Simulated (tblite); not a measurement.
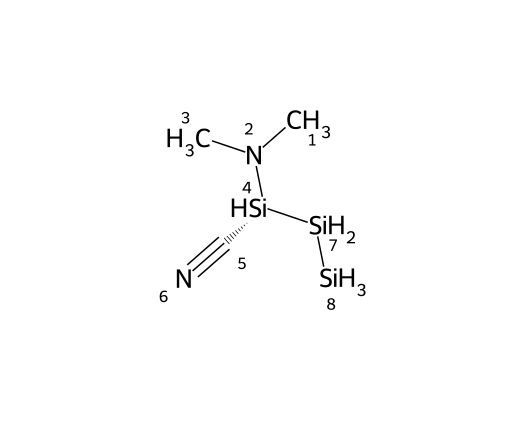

A structural formula, with wedges where it has stereocentres; small numbers name the atoms. The configuration is that of a computed structure (GFN2-xTB).

Question: What are the Cahn–Ingold–Prelog descriptors?

Answer: Si4: R.
